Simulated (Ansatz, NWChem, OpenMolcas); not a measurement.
# How methods differ on CClF3 (SMILES FC(F)(F)Cl)

CClF3: 5 atoms, total charge 0, spin state singlet. SMILES: `FC(F)(F)Cl`. The coordinates come from a PBE0-D4/def2-TZVP relaxation.

Quantity: the vertical ionisation energy (to the doublet cation), in eV. The values are calculated.

```
            level                   kind     program  value (eV)  less CCSD(T)/def2-SVPD  CPU time (all runs)
     HF/def2-SVPD           Hartree–Fock  OpenMolcas       12.25                   -0.65                3 min
   BLYP/def2-SVPD                    GGA      Ansatz       12.53                   -0.37              1.8 min
    PBE/def2-SVPD                    GGA      Ansatz       12.65                   -0.25                 99 s
   TPSS/def2-SVPD               meta-GGA  OpenMolcas       12.71                   -0.19              4.9 min
 M06-2X/def2-SVPD        hybrid meta-GGA      NWChem       13.25                   +0.35                 51 s
   PBE0/def2-SVPD          global hybrid  OpenMolcas       13.02                   +0.12              8.8 min
RPA@PBE/def2-SVPD                    RPA      Ansatz       12.85                   -0.05              2.5 min
CCSD(T)/def2-SVPD  coupled cluster or CI      Ansatz       12.90                    0.00               10 min
```

CCSD(T)/def2-SVPD is the highest level here, not the true value. The values span 12.25 to 13.25 eV. CPU times are rough (shared hosts, several kinds of processor): they show what a rung costs within a factor of a few.

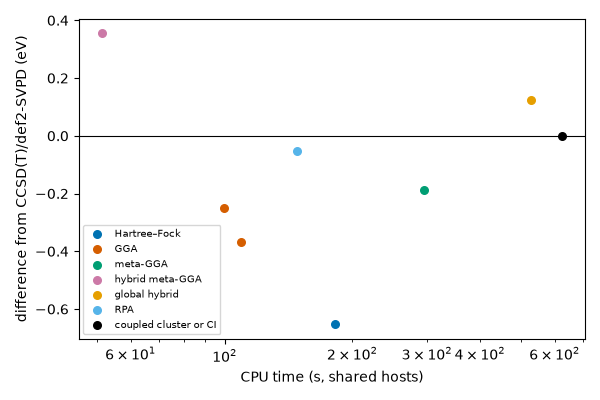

Difference from CCSD(T)/def2-SVPD against processor time, one point a level.
